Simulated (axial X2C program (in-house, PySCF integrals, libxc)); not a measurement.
**A two-component session on SeAs⁻: properties at the nuclei**

Aim: properties at the nuclei of SeAs⁻, with spin–orbit coupling in the Hamiltonian from the start.

Computed with an in-house X2C program for linear molecules on PySCF integrals. Level: two-component X2C with atomic mean-field terms, Se dyall-acv3z, As dyall-acv3z.

All values are calculated.

### Step 1. The job

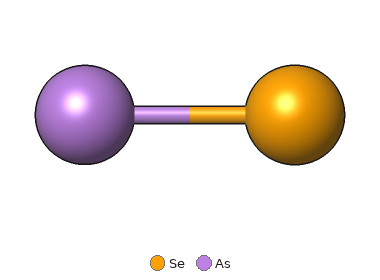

The two atoms at 2.210 Å (selenium orange, arsenic purple).

The input, task.json:

```json
{"zs": [34, 33], "q": -1, "bas": ["dyall-acv3z", "dyall-acv3z"], "r0": 2.21, "levels": ["PBE0", "HF", "BHandHLYP", "PBE50", "PBE"], "nst": 3}
```

Keys: zs atomic numbers; q charge; bas basis sets; r0 starting distance in Å; levels methods (HF also brings MP2); nst determinants followed.

Run with:

```sh
$ python soeom.py task.json out
```

Nuclei are Gaussian, cores are contracted, and the Gaunt term is on.

### Step 2. Expectation values, lowest determinant

R = 2.255 Å. State: Ω = 1 (excess of +ω over −ω: ω = -1/2, ω = 3/2).

Output of the PBE0 run:

```text
two-component X2C + atomic mean field  PBE0
basis functions 237  fitting functions 1318  grid points 5798
iter        total energy     max residual
   1      -4683.040496070     1.36e+01
   2      -4684.933349595     1.24e+01
   3      -4686.314748966     1.04e+01
   4      -4687.523102203     7.53e+00
   5      -4688.606699514     1.19e+00
   6      -4688.692630021     2.47e-01
   7      -4688.728126820     2.58e-01
   8      -4688.740445415     3.42e-01
   9      -4688.753702717     1.21e-01
  10      -4688.756556656     2.92e-02
  11      -4688.757416218     2.25e-02
  12      -4688.757535907     3.34e-02
  13      -4688.757587733     1.30e-02
  14      -4688.757600577     6.19e-03
  15      -4688.757604434     2.99e-03
  16      -4688.757606331     1.55e-03
  17      -4688.757606962     2.08e-03
  18      -4688.757607279     8.47e-04
  19      -4688.757607348     7.19e-04
  20      -4688.757607368     3.69e-04
  21      -4688.757607379     8.68e-05
  22      -4688.757607382     1.03e-04
  23      -4688.757607382     4.42e-05
  24      -4688.757607383     2.06e-05
  25      -4688.757607383     1.07e-05
  26      -4688.757607383     4.90e-06
converged
one-electron -7063.93595978  Coulomb 2286.22148873  exact exchange -42.40148385  xc functional -130.23934529  nuclear repulsion 263.29792934  atomic mean-field constant -1.70023653
```

The highest occupied spinor is 43% As p, 31% Se p, 10% As d.

| level | Eeff magnitude (GV/cm) | Ws magnitude Se (kHz) | A∥/gI Se (MHz) | qzz Se (a.u.) | A∥/gI As (MHz) | qzz As (a.u.) |
| --- | --- | --- | --- | --- | --- | --- |
| PBE0 | 0.217 | 0.034 | -151 | 2.73 | -365 | 0.47 |
| HF | 0.6 | 0.0952 | -50.3 | 3.60 | -284 | -0.29 |
| BHandHLYP | 0.172 | 0.0549 | -110 | 2.90 | -297 | 0.43 |
| PBE50 | 0.286 | 0.0577 | -117 | 3.03 | -344 | 0.28 |
| PBE | 0.156 | 0.0128 | -179 | 2.47 | -368 | 0.64 |

Eeff is the effective electric field on the electron dipole moment in this Ω state and Ws the scalar–pseudoscalar constant (defined with the proton number Z and per Ω); A∥ is the parallel hyperfine constant, which follows by multiplying with the nuclear g factor gI = μI/(I μN); qzz is the electric field gradient, eQq0 = 234.96 MHz × Q/barn × qzz. The operators were transformed with the bare-nucleus X2C matrices.

### Step 3. Expectation values, a higher determinant

R = 2.255 Å. State: Ω = 0 (closed shell), 0.42 eV above the lowest in the PBE0 search for states (made at or near this distance, with looser thresholds).

Output of the PBE0 run:

```text
two-component X2C + atomic mean field  PBE0
basis functions 237  fitting functions 1318  grid points 5798
iter        total energy     max residual
   1      -4683.023727871     1.35e+01
   2      -4684.955781474     1.23e+01
   3      -4686.348324102     1.03e+01
   4      -4687.606672842     7.09e+00
   5      -4688.600923647     1.16e+00
   6      -4688.678913968     2.08e-01
   7      -4688.713156920     2.41e-01
   8      -4688.719167050     3.04e-01
   9      -4688.737904349     1.58e-01
  10      -4688.740636410     3.35e-02
  11      -4688.741752575     2.44e-02
  12      -4688.741867230     4.39e-02
  13      -4688.741978835     1.45e-02
  14      -4688.741990575     8.38e-03
  15      -4688.741996380     4.70e-03
  16      -4688.741997683     2.02e-03
  17      -4688.741998116     1.11e-03
  18      -4688.741998281     4.64e-04
  19      -4688.741998316     3.47e-04
  20      -4688.741998326     1.70e-04
  21      -4688.741998330     3.19e-05
  22      -4688.741998330     1.95e-05
  23      -4688.741998331     1.44e-05
  24      -4688.741998331     6.83e-06
converged
one-electron -7063.72856853  Coulomb 2285.99595226  exact exchange -42.38988219  xc functional -130.21719268  nuclear repulsion 263.29792934  atomic mean-field constant -1.70023653
```

The highest occupied spinor is 52% As p, 23% Se p, 11% Se d.

| level | qzz Se (a.u.) | qzz As (a.u.) |
| --- | --- | --- |
| PBE0 | 2.37 | 0.81 |
| HF | 2.97 | 0.03 |
| BHandHLYP | 2.59 | 0.63 |
| PBE50 | 2.60 | 0.62 |
| PBE | 2.18 | 0.96 |

### Step 4. Expectation values, a higher determinant

R = 2.255 Å. State: Ω = 2 (excess of +ω over −ω: ω = 1/2, ω = 3/2), 0.59 eV above the lowest in the PBE0 search for states (made at or near this distance, with looser thresholds).

Output of the PBE0 run:

```text
two-component X2C + atomic mean field  PBE0
basis functions 237  fitting functions 1318  grid points 5798
iter        total energy     max residual
   1      -4683.015997608     1.35e+01
   2      -4684.947867949     1.23e+01
   3      -4686.340768667     1.03e+01
   4      -4687.599215781     7.10e+00
   5      -4688.594282558     1.16e+00
   6      -4688.672458350     2.09e-01
   7      -4688.706853176     2.40e-01
   8      -4688.712670634     3.05e-01
   9      -4688.731505911     1.58e-01
  10      -4688.734230117     3.37e-02
  11      -4688.735346091     2.41e-02
  12      -4688.735484710     4.10e-02
  13      -4688.735561919     2.10e-02
  14      -4688.735576611     7.86e-03
  15      -4688.735580637     5.41e-03
  16      -4688.735582511     2.00e-03
  17      -4688.735582864     1.64e-03
  18      -4688.735583079     5.16e-04
  19      -4688.735583117     5.33e-04
  20      -4688.735583132     1.99e-04
  21      -4688.735583137     2.26e-05
  22      -4688.735583137     3.40e-05
  23      -4688.735583138     3.83e-05
  24      -4688.735583138     2.35e-05
  25      -4688.735583138     4.85e-06
converged
one-electron -7063.58237565  Coulomb 2285.85291955  exact exchange -42.38906270  xc functional -130.21475715  nuclear repulsion 263.29792934  atomic mean-field constant -1.70023653
```

The highest occupied spinor is 51% As p, 23% Se p, 11% Se d.

| level | Eeff magnitude (GV/cm) | Ws magnitude Se (kHz) | A∥/gI Se (MHz) | qzz Se (a.u.) | A∥/gI As (MHz) | qzz As (a.u.) |
| --- | --- | --- | --- | --- | --- | --- |
| PBE0 | 0.0968 | 0.00215 | 298 | 2.33 | 494 | 0.65 |
| HF | 0.242 | 0.0237 | 227 | 2.96 | 537 | -0.15 |
| BHandHLYP | 0.147 | 0.0104 | 281 | 2.57 | 524 | 0.45 |
| PBE50 | 0.138 | 0.00763 | 280 | 2.57 | 517 | 0.45 |
| PBE | 0.066 | 0.00191 | 312 | 2.13 | 469 | 0.80 |

### Step 5. What came out

```
                                        quantity                                            value
                              lowest determinant  Ω = 1 (excess of +ω over −ω: ω = -1/2, ω = 3/2)
                    Eeff magnitude (GV/cm), PBE0                                            0.217
                     Ws magnitude Se (kHz), PBE0                                            0.034
                            A∥/gI Se (MHz), PBE0                                             -151
                             qzz Se (a.u.), PBE0                                             2.73
                              higher determinant                             Ω = 0 (closed shell)
         qzz Se (a.u.), PBE0, higher determinant                                             2.37
         qzz As (a.u.), PBE0, higher determinant                                             0.81
                              higher determinant   Ω = 2 (excess of +ω over −ω: ω = 1/2, ω = 3/2)
Eeff magnitude (GV/cm), PBE0, higher determinant                                           0.0968
 Ws magnitude Se (kHz), PBE0, higher determinant                                          0.00215
        A∥/gI Se (MHz), PBE0, higher determinant                                              298
         qzz Se (a.u.), PBE0, higher determinant                                             2.33
```

In the first state, the effective field runs from 0.156 to 0.6 GV/cm over the mean-field levels, so the levels don't agree on it. The expectation values come from single determinants, which for open shells can mix terms of unlike spin or miss the lowest Ω, so a determinant need not be a state. Eeff is the effective electric field on the electron dipole moment in this Ω state and Ws the scalar–pseudoscalar constant (defined with the proton number Z and per Ω); A∥ is the parallel hyperfine constant, which follows by multiplying with the nuclear g factor gI = μI/(I μN); qzz is the electric field gradient, eQq0 = 234.96 MHz × Q/barn × qzz. The operators were transformed with the bare-nucleus X2C matrices.
